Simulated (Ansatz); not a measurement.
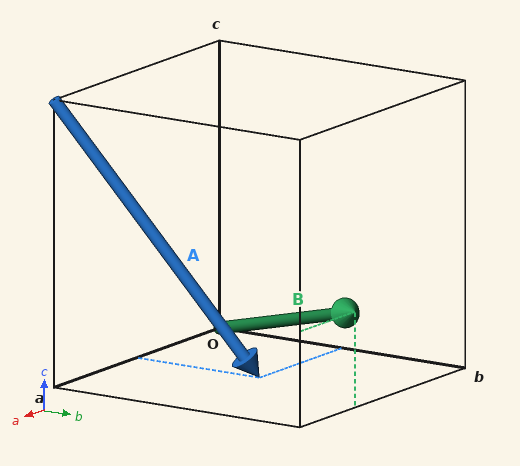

For Y₂TlSe₆, the end point of a relaxation with Ansatz, DFT PBE, scalar-relativistic, plane waves, PAW; the starting structure was generated, so it need not be a known form of this composition: each arrow starts at a corner of the unit cell and ends on its surface; where a tip isn't a corner, dashed lines run from it parallel to the axes. Symmetry computed with spglib at a tolerance of 0.002 Å; standard conventional cell.

a = 11.049 Å, b = 11.049 Å, c = 11.049 Å, α = 90.00°, β = 90.00°, γ = 90.00°.

Q: Give [uvw] of each arrow.

A: Arrow A runs from (1, 0, 1) to (1/2, 1/2, 0), so [−1 1 −2]; Arrow B runs from (0, 0, 0) to (2/3, 1, 1/3), so [2 3 1].

Q: How long is the vector ua + vb + wc in each case, and what angles do the directions make?

A: A 27.064 Å; B 41.341 Å. A–B: 96.3°.

Q: In Fm-3m, No. 225, how many directions are equivalent to A (Laue class m-3m, both senses counted)?

A: 24.
